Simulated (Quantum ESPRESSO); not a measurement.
## E(q) of NiO from supercells

This program has no spiral boundary conditions, so spirals of NiO are built in supercells. What do they cost, in energy and in time?

Calculated with Quantum ESPRESSO 7.5; PBE with U = 7.5 eV on Ni d (ortho-atomic projectors); plane waves with SSSP 1.3 efficiency PBE potentials, no spin-orbit coupling, flat spiral in a supercell.

## Step 1: The structure

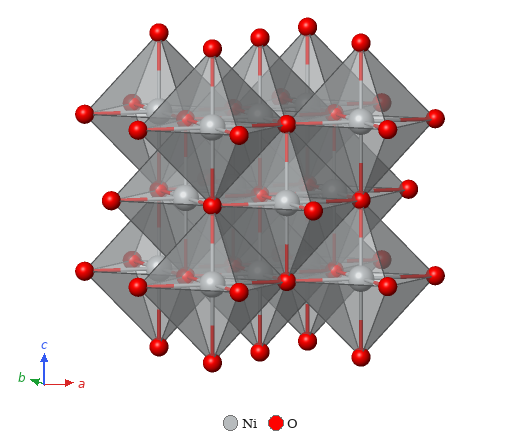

The cell as given, slightly off an axis (nickel light grey, oxygen red). This picture shows the conventional cell, with its axes. Some periodic images of atoms are drawn too.

Structure file:

```cif
data_structure
_symmetry_space_group_name_H-M 'Fm-3m'
_symmetry_Int_Tables_number 225
_cell_length_a 4.1718
_cell_length_b 4.1718
_cell_length_c 4.1718
_cell_angle_alpha 90.000
_cell_angle_beta 90.000
_cell_angle_gamma 90.000
_cell_volume 72.61
loop_
_atom_site_label
_atom_site_type_symbol
_atom_site_symmetry_multiplicity
_atom_site_Wyckoff_symbol
_atom_site_fract_x
_atom_site_fract_y
_atom_site_fract_z
_atom_site_occupancy
Ni1 Ni 4 a 0.00000 0.00000 0.00000 1
O1 O 4 b 0.50000 0.00000 0.00000 1
```

The cell comes from the Crystallography Open Database.

## Step 2: Parallel moments, one cell

File pw.in:

```
&CONTROL
  calculation = 'scf'
  prefix = 'pwscf'
  outdir = './tmp'
  pseudo_dir = './pseudo'
  disk_io = 'nowf'
/
&SYSTEM
  ibrav = 0
  celldm(1) = 8
  nat = 2
  ntyp = 2
  ecutwfc = 47
  ecutrho = 374
  nbnd = 38
  occupations = 'smearing'
  smearing = 'fd'
  degauss = 0.00734986
  noncolin = .true.
  starting_magnetization(1) = 0.1111
  angle1(1) = 90
  angle2(1) = 0
  starting_magnetization(2) = 0
/
&ELECTRONS
  conv_thr = 2d-08
  electron_maxstep = 150
  mixing_beta = 0.3
/
ATOMIC_SPECIES
Ni     58.6934 ni_pbe_v1.4.uspp.F.UPF
O      15.9990 O.pbe-n-kjpaw_psl.0.1.UPF
CELL_PARAMETERS alat
   0.0000000000000    0.4927228531442    0.4927228531442
   0.4927228531442    0.0000000000000    0.4927228531442
   0.4927228531442    0.4927228531442    0.0000000000000
ATOMIC_POSITIONS crystal
Ni      0.0000000000    0.0000000000    0.0000000000
O       0.5000000000    0.5000000000    0.5000000000
K_POINTS automatic
12 6 6 0 0 0
HUBBARD {ortho-atomic}
U Ni-3d 7.5000
```

Command:

```bash
OMP_NUM_THREADS=1 mpirun -n 4 pw.x -nk 4 -in pw.in > pw.out
```

What it wrote:

```text
Program PWSCF v.7.5 starts

     file O.pbe-n-kjpaw_psl.0.1.UPF: wavefunction(s)  2P renormalized

     Fixed quantization axis for GGA:     1.000000    0.000000    0.000000
     Message from routine setup:
     using ibrav=0 with symmetry is DISCOURAGED, use correct ibrav instead

     K-points division:     npool     =       4
     Subspace diagonalization in iterative solution of the eigenvalue problem:

     G-vector sticks info
     --------------------
     sticks:   dense  smooth     PW     G-vecs:    dense   smooth      PW
     Sum         805     397    127                15065     5209     965

     Using Slab Decomposition

     bravais-lattice index     =            0
     lattice parameter (alat)  =       8.0000  a.u.
     unit-cell volume          =     122.4921 (a.u.)^3
     number of atoms/cell      =            2
     number of atomic types    =            2
     number of electrons       =        24.00
     number of Kohn-Sham states=           38
     kinetic-energy cutoff     =      47.0000  Ry
     charge density cutoff     =     374.0000  Ry
     scf convergence threshold =      2.0E-08
     mixing beta               =       0.3000
     number of iterations used =            8  plain     mixing
     Exchange-correlation= SLA  PW   PBX  PBC
                           (   1   4   3   4   0   0   0)
     Noncollinear calculation without spin-orbit

     Hubbard projectors: ortho-atomic
     Hubbard parameters of DFT+U (Dudarev formulation) in eV:
     U(Ni-3d) =  7.5000

     Internal variables: lda_plus_u =T, lda_plus_u_kind = 0

     Internal variables: orbital_resolved =F, hub_pot_fix =F, apply_U = F

     celldm(1)=   8.000000  celldm(2)=   0.000000  celldm(3)=   0.000000
     celldm(4)=   0.000000  celldm(5)=   0.000000  celldm(6)=   0.000000

     crystal axes: (cart. coord. in units of alat)
               a(1) = (   0.000000   0.492723   0.492723 )
               a(2) = (   0.492723   0.000000   0.492723 )
               a(3) = (   0.492723   0.492723   0.000000 )

     reciprocal axes: (cart. coord. in units 2 pi/alat)
               b(1) = ( -1.014769  1.014769  1.014769 )
               b(2) = (  1.014769 -1.014769  1.014769 )
               b(3) = (  1.014769  1.014769 -1.014769 )

     PseudoPot. # 1 for Ni read from file:
     ni_pbe_v1.4.uspp.F.UPF
     Pseudo is Ultrasoft + core correction, Zval = 18.0
     Generated by new atomic code, or converted to UPF format
     Using radial grid of  865 points,  6 beta functions with:
                l(1) =   0
                l(2) =   0
                l(3) =   1
                l(4) =   1
                l(5) =   2
                l(6) =   2
     Q(r) pseudized with 10 coefficients,  rinner =    0.980   0.980   0.980
                                                       0.980   0.980

     PseudoPot. # 2 for O  read from file:
     O.pbe-n-kjpaw_psl.0.1.UPF
     Pseudo is Projector augmented-wave + core cor, Zval =  6.0
     Generated using "atomic" code by A. Dal Corso  v.5.0.99 svn rev. 10869
     Shape of augmentation charge: BESSEL
     Using radial grid of 1095 points,  4 beta functions with:
                l(1) =   0
                l(2) =   0
                l(3) =   1
                l(4) =   1
     Q(r) pseudized with 0 coefficients

     atomic species   valence    mass     pseudopotential
     Ni               18.00    58.69340     Ni( 1.00)
     O                 6.00    15.99900     O ( 1.00)

     16 Sym. Ops., with inversion, found

   Cartesian axes

     site n.     atom                  positions (alat units)
         1        Ni     tau(   1) = (   0.0000000   0.0000000   0.0000000  )
         2        O      tau(   2) = (   0.4927229   0.4927229   0.4927229  )

     number of k points=    93  Fermi-Dirac smearing, width (Ry)=  0.0073
                       cart. coord. in units 2pi/alat
        k(    1) = (   0.0000000   0.0000000   0.0000000), wk =   0.0023148
        k(    2) = (   0.1691282   0.1691282  -0.1691282), wk =   0.0185185
        k(    3) = (   0.3382564   0.3382564  -0.3382564), wk =   0.0185185
        k(    4) = (  -0.5073846  -0.5073846   0.5073846), wk =   0.0092593
        k(    5) = (   0.3382564  -0.0000000   0.0000000), wk =   0.0046296
        [... 88 further k-points ...]

     Dense  grid:    15065 G-vectors     FFT dimensions: (  36,  36,  36)

     Smooth grid:     5209 G-vectors     FFT dimensions: (  25,  25,  25)

     Check: negative core charge=   -0.000008
     Generating pointlists ...
     new r_m :   0.2032 (alat units)  1.6260 (a.u.) for type    1
     new r_m :   0.2032 (alat units)  1.6260 (a.u.) for type    2

     Initial potential from superposition of free atoms

     starting charge      22.0000, renormalised to      24.0000

     STARTING HUBBARD OCCUPATIONS:

     ================= HUBBARD OCCUPATIONS ================
     ------------------------ ATOM    1 ------------------------
     Tr[ns(  1)] (up, down, total) =   4.00000  4.00000  8.00000
     [... lines left out ...]
     Atomic magnetic moment mx, my, mz =     2.000000    0.000000    0.000000

     Number of occupied Hubbard levels =    8.0000

 ==============================================================================
     atom number    1 relative position :    0.0000   0.0000   0.0000
     charge :    16.786401  (integrated on a sphere of radius 0.203)
     magnetization :          1.852467    0.000000    0.000000
     magnetization/charge:    0.110355    0.000000    0.000000
     polar coord.: r, theta, phi [deg] :     1.852467   90.000000    0.000000

 ==============================================================================

 ==============================================================================
     atom number    2 relative position :    0.4927   0.4927   0.4927
     charge :     5.511383  (integrated on a sphere of radius 0.203)
     magnetization :          0.006337    0.000000    0.000000
     magnetization/charge:    0.001150    0.000000    0.000000
     polar coord.: r, theta, phi [deg] :     0.006337   90.000000    0.000000

 ==============================================================================

     Atomic wfc used for Hubbard projectors are orthogonalized

     Starting wfcs are   34 randomized atomic wfcs +    4 random wfcs
     Checking if some PAW data can be deallocated...

     Self-consistent Calculation

     iteration #  1     ecut=    47.00 Ry     beta= 0.30
     Davidson diagonalization with overlap
     ethr =  1.00E-02,  avg # of iterations =  6.2

     ================= HUBBARD OCCUPATIONS ================
     ------------------------ ATOM    1 ------------------------
     Tr[ns(  1)] (up, down, total) =   2.18420  2.18420  4.36840
     [... lines left out ...]
     Atomic magnetic moment mx, my, mz =     2.879026   -0.000000   -0.000000

     Number of occupied Hubbard levels =    4.3684

     total energy              =    -377.74807429 Ry
     estimated scf accuracy    <      25.41607513 Ry

     total magnetization       =     3.09    -0.00     0.00 Bohr mag/cell
     absolute magnetization    =     3.15 Bohr mag/cell

     iteration #  2     ecut=    47.00 Ry     beta= 0.30
     Davidson diagonalization with overlap
     ethr =  1.00E-02,  avg # of iterations =  3.1

     total energy              =    -383.10131955 Ry
     estimated scf accuracy    <       9.85240252 Ry

     total magnetization       =     0.29     0.00    -0.00 Bohr mag/cell
     absolute magnetization    =     0.29 Bohr mag/cell

     iteration #  3     ecut=    47.00 Ry     beta= 0.30
     Davidson diagonalization with overlap
     ethr =  1.00E-02,  avg # of iterations =  2.0

     total energy              =    -384.52450303 Ry
     estimated scf accuracy    <       0.49961903 Ry

     total magnetization       =     2.01     0.00    -0.00 Bohr mag/cell
     absolute magnetization    =     2.04 Bohr mag/cell

     [... further iterations left out ...]

     iteration #  9     ecut=    47.00 Ry     beta= 0.30
     Davidson diagonalization with overlap
     ethr =  1.05E-07,  avg # of iterations =  1.0

     total energy              =    -384.77381630 Ry
     estimated scf accuracy    <       0.00000444 Ry

     total magnetization       =     2.00     0.00     0.00 Bohr mag/cell
     absolute magnetization    =     2.01 Bohr mag/cell

     iteration # 10     ecut=    47.00 Ry     beta= 0.30
     Davidson diagonalization with overlap
     ethr =  1.85E-08,  avg # of iterations =  2.0

     total energy              =    -384.77381773 Ry
     estimated scf accuracy    <       0.00000002 Ry

     total magnetization       =     2.00    -0.00     0.00 Bohr mag/cell
     absolute magnetization    =     2.01 Bohr mag/cell

     iteration # 11     ecut=    47.00 Ry     beta= 0.30
     Davidson diagonalization with overlap
     ethr =  9.60E-11,  avg # of iterations =  2.0

     total energy              =    -384.77381809 Ry
     estimated scf accuracy    <       0.00000002 Ry

     total magnetization       =     2.00    -0.00     0.00 Bohr mag/cell
     absolute magnetization    =     2.01 Bohr mag/cell

     iteration # 12     ecut=    47.00 Ry     beta= 0.30
     Davidson diagonalization with overlap
     ethr =  9.60E-11,  avg # of iterations =  2.0

 ==============================================================================
     atom number    1 relative position :    0.0000   0.0000   0.0000
     charge :    15.595955  (integrated on a sphere of radius 0.203)
     magnetization :          1.758131    0.000000   -0.000000
     magnetization/charge:    0.112730    0.000000   -0.000000
     polar coord.: r, theta, phi [deg] :     1.758131   90.000000    0.000000

 ==============================================================================

 ==============================================================================
     atom number    2 relative position :    0.4927   0.4927   0.4927
     charge :     5.749940  (integrated on a sphere of radius 0.203)
     magnetization :          0.176268    0.000000   -0.000000
     magnetization/charge:    0.030656    0.000000   -0.000000
     polar coord.: r, theta, phi [deg] :     0.176268   90.000000    0.000000

 ==============================================================================

     End of self-consistent calculation

     ================= HUBBARD OCCUPATIONS ================
     ------------------------ ATOM    1 ------------------------
     Tr[ns(  1)] (up, down, total) =   4.08541  4.08541  8.17083
     [... lines left out ...]
     Atomic magnetic moment mx, my, mz =     1.785719   -0.000000   -0.000000

     Number of occupied Hubbard levels =    8.1708
     [... lines left out ...]
     the Fermi energy is    14.9393 ev

!    total energy              =    -384.77381840 Ry
     estimated scf accuracy    <          8.8E-10 Ry
     smearing contrib. (-TS)   =      -0.00000002 Ry
     internal energy E=F+TS    =    -384.77381839 Ry

     The total energy is F=E-TS. E is the sum of the following terms:
     one-electron contribution =    -215.44452978 Ry
     hartree contribution      =     122.44749125 Ry
     xc contribution           =     -43.10923078 Ry
     ewald contribution        =    -239.22330751 Ry
     Hubbard energy            =       0.06703388 Ry
     one-center paw contrib.   =      -9.51127545 Ry

     total magnetization       =     2.00     0.00     0.00 Bohr mag/cell
     absolute magnetization    =     2.01 Bohr mag/cell

     convergence has been achieved in  12 iterations

=------------------------------------------------------------------------------=
   JOB DONE.
=------------------------------------------------------------------------------=
```

Run time: 20 s. Hardware: 4 MPI ranks of Arm Neoverse V2, shared host; peak memory 0.4 GiB; 80 s of CPU time.

Spin moment in the atom's sphere by atom:

```
atom  x (μB)  y (μB)  z (μB)  size
 Ni1    1.76    0.00    0.00  1.76
  O2    0.18    0.00    0.00  0.18
```

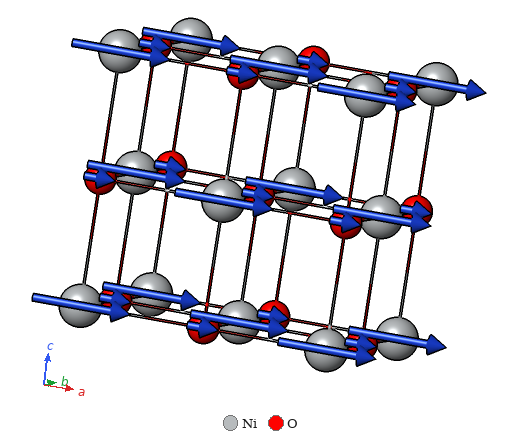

Spin moment in the atom's sphere as arrows, the longest 1.76 μB. Each arrow also spans its atom, so small moments look longer than they are. Some periodic images of atoms are drawn too.

Read from the output:

```yaml
smearing_term_ts: 2.26e-7 eV
magnetization: 2, 0, 0 μB
absolute_magnetization: 2.011 μB
final_state: ferromagnetic
```

## Step 3: One turn in 2 cells along the input cell's a

Neighbouring cells are turned by 180° in the xy plane; the cell holds 4 atoms.

File pw.in:

```
&CONTROL
  calculation = 'scf'
  prefix = 'pwscf'
  outdir = './tmp'
  pseudo_dir = './pseudo'
  disk_io = 'nowf'
/
&SYSTEM
  ibrav = 0
  celldm(1) = 8
  nat = 4
  ntyp = 4
  ecutwfc = 47
  ecutrho = 374
  nbnd = 66
  occupations = 'smearing'
  smearing = 'fd'
  degauss = 0.00734986
  noncolin = .true.
  starting_magnetization(1) = 0.1111
  angle1(1) = 90
  angle2(1) = 0
  starting_magnetization(2) = 0.1111
  angle1(2) = 90
  angle2(2) = 180
  starting_magnetization(3) = 0
  starting_magnetization(4) = 0
/
&ELECTRONS
  conv_thr = 4d-08
  electron_maxstep = 150
  mixing_beta = 0.3
/
ATOMIC_SPECIES
Ni1    58.6934 ni_pbe_v1.4.uspp.F.UPF
Ni2    58.6934 ni_pbe_v1.4.uspp.F.UPF
O1     15.9990 O.pbe-n-kjpaw_psl.0.1.UPF
O2     15.9990 O.pbe-n-kjpaw_psl.0.1.UPF
CELL_PARAMETERS alat
   0.0000000000000    0.9854457062883    0.9854457062883
   0.4927228531442    0.0000000000000    0.4927228531442
   0.4927228531442    0.4927228531442    0.0000000000000
ATOMIC_POSITIONS crystal
Ni1     0.0000000000    0.0000000000    0.0000000000
Ni2     0.5000000000    0.0000000000    0.0000000000
O1      0.2500000000    0.5000000000    0.5000000000
O2      0.7500000000    0.5000000000    0.5000000000
K_POINTS automatic
6 6 6 0 0 0
HUBBARD {ortho-atomic}
U Ni1-3d 7.5000
U Ni2-3d 7.5000
```

What it wrote:

```text
     [... lines left out ...]
Program PWSCF v.7.5 starts
     [... lines left out ...]
     number of atoms/cell      =            4
     [... lines left out ...]
     number of electrons       =        48.00
     number of Kohn-Sham states=           66
     kinetic-energy cutoff     =      47.0000  Ry
     charge density cutoff     =     374.0000  Ry
     scf convergence threshold =      4.0E-08
     [... lines left out ...]
     Noncollinear calculation without spin-orbit
     [... lines left out ...]
      2 Sym. Ops. (no inversion) found
     [... lines left out ...]
     number of k points=   114  Fermi-Dirac smearing, width (Ry)=  0.0073
     [... lines left out ...]
     iteration # 16     ecut=    47.00 Ry     beta= 0.30
     [... lines left out ...]
     atom number    1 relative position :    0.0000   0.0000   0.0000
     [... lines left out ...]
     magnetization :          1.714621   -0.000101   -0.000101
     [... lines left out ...]
     atom number    2 relative position :    0.0000   0.4927   0.4927
     [... lines left out ...]
     magnetization :         -1.714622   -0.000381   -0.000381
     [... lines left out ...]
     atom number    3 relative position :    0.4927   0.4927   0.4927
     [... lines left out ...]
     magnetization :          0.000001   -0.000011   -0.000011
     [... lines left out ...]
     atom number    4 relative position :    0.4927   0.9854   0.9854
     [... lines left out ...]
     magnetization :          0.000002   -0.000024   -0.000024
     [... lines left out ...]
     Tr[ns(  1)] (up, down, total) =   4.09815  4.09825  8.19640
     [... lines left out ...]
     Tr[ns(  2)] (up, down, total) =   4.09801  4.09840  8.19640
     [... lines left out ...]
     the Fermi energy is    14.6249 ev
!    total energy              =    -769.55954096 Ry
     estimated scf accuracy    <          3.4E-10 Ry
     smearing contrib. (-TS)   =      -0.00000000 Ry
     [... lines left out ...]
     total magnetization       =     0.00    -0.00    -0.00 Bohr mag/cell
     absolute magnetization    =     3.69 Bohr mag/cell
     convergence has been achieved in  16 iterations
```

The job ended after 2.3 min (4 MPI ranks; peak memory 0.85 GiB; 9.4 min of CPU time).

Spin moment in the atom's sphere by atom:

```
atom  x (μB)  y (μB)  z (μB)  size
 Ni1    1.71    0.00    0.00  1.71
 Ni2   -1.71    0.00    0.00  1.71
  O3    0.00    0.00    0.00  0.00
  O4    0.00    0.00    0.00  0.00
```

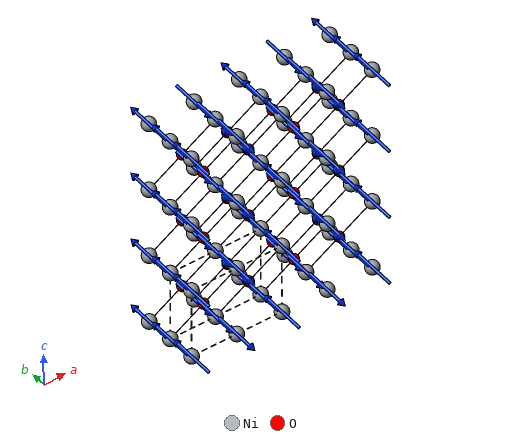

Spin moment in the atom's sphere as arrows, the longest 1.71 μB. Bonds to atoms that aren't drawn are left out. 2×2×3 cells are drawn. Some periodic images of atoms are drawn too.

This step gave:

| Quantity | Value |
| --- | --- |
| smearing term TS | 9.74e-9 eV |
| magnetization | 0, -0.001, -0.001 μB |
| absolute magnetization | 3.691 μB |
| final state | antiferromagnetic |

[end of part 1 of 2]

[Logs and program files are shortened in this print: banners, set-up blocks, solver, clock and traceback lines can be left out without a mark of their own.]

[Logs are printed without paths, hosts, clocks, repeated set-up lines and the standing remarks that a program may print on its own settings, such as how far it seeks lower states.]

[Hosts, paths, dates, database ids (printed as entryN), source tags and the programs' standing remarks are cut or masked in the printed files.]

[Where a cell is said to come from a database of computed structures, the database is the Materials Project.]
